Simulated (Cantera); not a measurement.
A closed system holds: 1 mol Si3H8, 3.5 mol HCl, a varied amount of H2, equilibrated at 1100 °C and 1 atm.

These are equilibrium values from Cantera (NASA tables, ideal gas, pure condensed phases), not measurements of a reactor. Candidate condensed phases: Si; 19 gas species. The feed counts by its element totals alone. The tables' values for SiCl3 are old estimates; treat these amounts as uncertain. Kinetics and transport are ignored.

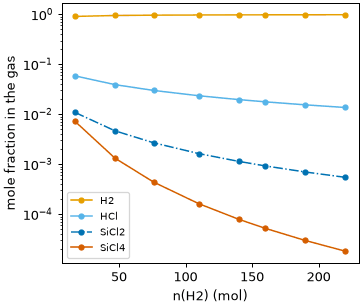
Figure. Equilibrium gas composition (values under 1e-9 drawn at 1e-9)

From 17 mol H2 to 220 mol H2 the condensed part is Si(s). The main Si-bearing gas is SiCl2 throughout. The share of Si in condensed phases is highest at 220 mol H2 (94.2 %) and lowest at 17 mol H2 (75.6 %).
